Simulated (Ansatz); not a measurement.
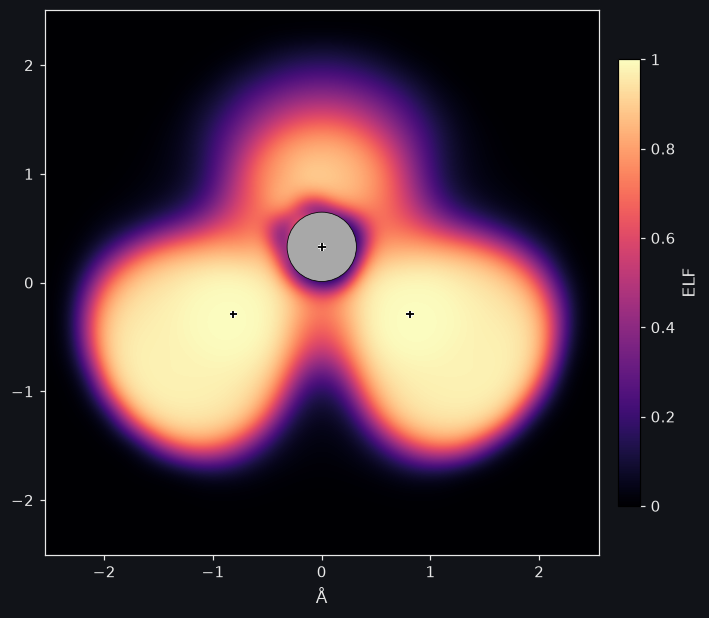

The electron localisation function on a plane through atoms (crosses mark nuclei in the plane; grey discs cover the cores).

The calculation used RKS B3LYP-D4/def2-SVP in Ansatz 0.2.0.

Candidates:
A. NH₃
B. ClHS₂Si

Which candidate gave the map?

Answer. Candidate A: NH₃ on the plane of atoms H2, N1 and H3, which holds N and H. N–H (1.02 Å): the ELF climbs to about 1 towards the hydrogen, as it does in any bond to H: an ordinary covalent bond to hydrogen.
